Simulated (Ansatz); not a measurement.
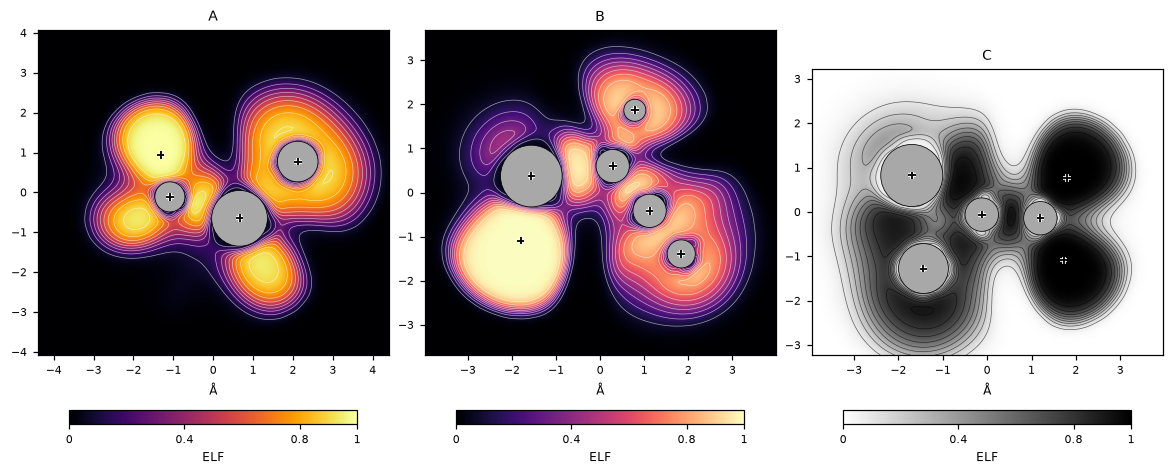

The electron localisation function of 3 systems, each on a plane through atoms (crosses mark nuclei in the plane; grey discs cover the cores).

Method: RKS PBE0-D4/def2-TZVPP (Ansatz 0.2.0).

System 1: CH$_{3}$ClSeSi, the plane of atoms Cl1, Si2 and C3. Geometry: PBE0-D4/def2-TZVP.

```xyz
7

Cl    0.8816   -1.7598   -1.6036
Si    0.0140   -0.8639    0.0080
C    -0.1930    0.9520   -0.0064
Se    1.2011    0.4000    1.3726
H    -1.0356   -1.7502    0.5397
H     0.2502    1.5328   -0.8086
H    -1.0571    1.4211    0.4526
```

System 2: C$_{2}$H$_{4}$FNSi, the plane of atoms F4, C3 and Si5. Geometry: PBE0-D4/def2-TZVP.

```
atom    x (Å)    y (Å)    z (Å)
   N   1.0526   2.2142  -0.0913
   C   0.6608   1.1094  -0.4212
   C   0.3298  -0.1412  -0.6578
   F   0.6526  -0.6895  -1.8613
  Si  -0.5806  -1.1860   0.5808
   H   0.4275   2.9926  -0.2989
   H   0.2230  -2.3842   0.9326
   H  -1.8847  -1.6308   0.0256
   H  -0.7924  -0.3308   1.7744
```

System 3: C$_{2}$H$_{4}$SSi (SMILES C=C1[SiH2]S1), the plane of atoms Si3, C2 and S4. Geometry: PBE0-D4/def2-TZVP.

```xyz
8

C    -0.6564    1.4403   -0.2505
C    -0.1533    0.2174   -0.2808
Si    0.6418   -1.2355    0.4444
S     0.0285   -1.0146   -1.5663
H    -1.0827    1.9141   -1.1286
H    -0.6534    2.0070    0.6736
H     2.0909   -1.2300    0.7394
H    -0.1233   -2.1559    1.3129
```

Which map belongs to which system?

Answer. Panel A is system 1, CH$_{3}$ClSeSi: the plane holds Cl, Si, C and H. C–Si (1.83 Å): the ELF peaks at about 0.95 between the atoms (a shared electron pair). Panel B is system 2, C$_{2}$H$_{4}$FNSi: the plane holds N, C, F, Si and H. C–N (1.22 Å): the ELF peaks at about 0.90 between the atoms (a multiple bond). Panel C is system 3, C$_{2}$H$_{4}$SSi: the plane holds C, Si, S and H. C–C (1.32 Å): the ELF peaks at about 0.95 between the atoms (a multiple bond).
